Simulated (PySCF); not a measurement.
# HNO2 (nitrous acid) at FCI/STO-3G

What is the energy change on altering one bond length of HNO2 (nitrous acid) at FCI/STO-3G? 

The results are computed with PySCF 2.14.0.

11 further runs of the same task are left out: 11 set aside as unsound or not needed.

## Step 1: The molecule

HNO2 has 4 atoms, charge 0, and is taken as a singlet. SMILES: `O=NO`. Geometry: relaxed at GFN2-xTB.

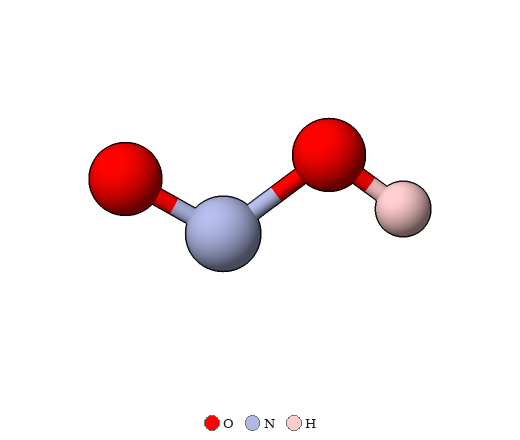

The structure, seen from a chosen angle (oxygen red, nitrogen light blue, hydrogen pink).

## Step 2: The energy at FCI/STO-3G

input.py reads:

```python
from pyscf import gto, mcscf

system = gto.M(
    atom='''
O        0.424700       0.045690       1.471310
N        0.319310      -0.411420       0.387280
O       -0.357270       0.415910      -0.505360
H       -0.386730      -0.050180      -1.353230
''',
    basis='sto-3g',
    max_memory=1860,
    verbose=3,
)

mf = system.RHF()
mf.conv_tol = 1e-10
mf.kernel()
if not mf.converged:
    mf = mf.newton().run(mf.mo_coeff, mf.mo_occ)

cas = mcscf.CASCI(mf, mf.mo_coeff.shape[-1] - 3, (system.nelec[0] - 3, system.nelec[1] - 3))  # full CI above the frozen core
cas.fix_spin_(ss=0.0)
cas.kernel()
e_tot = cas.e_tot
print('E = %.10f Eh' % e_tot)
```

Launch:

```bash
$ OMP_NUM_THREADS=1 python input.py
```

Log:

```text
converged SCF energy = -201.906896579844
CASCI E = -202.104211013005  E(CI) = -80.3844542411628  S^2 = 0.0000000
E = -202.1042110130 Eh
```

Run time: 18 s. Hardware: 1 thread of Arm Neoverse V1, shared host; peak memory 0.23 GiB.

## Step 3: The distorted shape

job.py reads:

```python
from pyscf import gto, mcscf

molecule = gto.Mole()
molecule.atom = '''
O        0.439431       0.278747       1.895267
N        0.334041      -0.178363       0.811237
O       -0.342539       0.648967      -0.081403
H       -0.386730      -0.050180      -1.353230
'''
molecule.verbose = 3
molecule.max_memory = 1860
molecule.spin = 0
molecule.basis = 'sto-3g'
molecule.build()

mf = molecule.RHF()
mf.conv_tol = 1e-10
mf.kernel()
if not mf.converged:
    mf = mf.newton().run(mf.mo_coeff, mf.mo_occ)

cas = mcscf.CASCI(mf, mf.mo_coeff.shape[-1] - 3, (molecule.nelec[0] - 3, molecule.nelec[1] - 3))  # full CI above the frozen core
cas.fix_spin_(ss=0.0)
cas.kernel()
e_final = cas.e_tot
print('Final energy', e_final)
```

Launch:

```bash
$ OMP_NUM_THREADS=1 python job.py
```

Log:

```text
converged SCF energy = -201.7920133017
CASCI E = -202.040912639400  E(CI) = -78.8652833418718  S^2 = 0.0000000
Final energy -202.04091263940035
```

Wall time 23 s (1 thread of Arm Neoverse V1, shared host); peak memory 0.23 GiB.

## Step 4: What came out

Level: FCI/STO-3G, 3 core orbitals frozen.

| quantity | value |
| --- | --- |
| first shape: total energy | -202.10421 Eh |
| first shape: dipole moment (Hartree–Fock density) | 1.72 D |
| first shape: HOMO energy (Hartree–Fock orbitals) | -8.98 eV |
| first shape: LUMO energy (Hartree–Fock orbitals) | 6.34 eV |
| first shape: HOMO–LUMO gap (Hartree–Fock orbitals) | 15.31 eV |
| first shape: correlation energy (3 core orbitals frozen) | -197.3 mEh |
| distorted shape: total energy | -202.04091 Eh |
| distorted shape: dipole moment (Hartree–Fock density) | 1.73 D |
| distorted shape: HOMO energy (Hartree–Fock orbitals) | -8.76 eV |
| distorted shape: LUMO energy (Hartree–Fock orbitals) | 6.42 eV |
| distorted shape: HOMO–LUMO gap (Hartree–Fock orbitals) | 15.18 eV |
| distorted shape: correlation energy (3 core orbitals frozen) | -248.9 mEh |
| energy change with the O3–H4 bond stretched from 0.968 to 1.452 Å | 1.722 eV |

With the O3–H4 bond stretched from 0.968 to 1.452 Å the energy rises by 1.72 eV (40 kcal/mol). The first shape isn't relaxed at this level, so the change isn't measured from a minimum. The minimal basis adds a large error of its own. Mulliken charges (first shape) of the mean-field density run from -0.24 on O3 to +0.23 on H4.
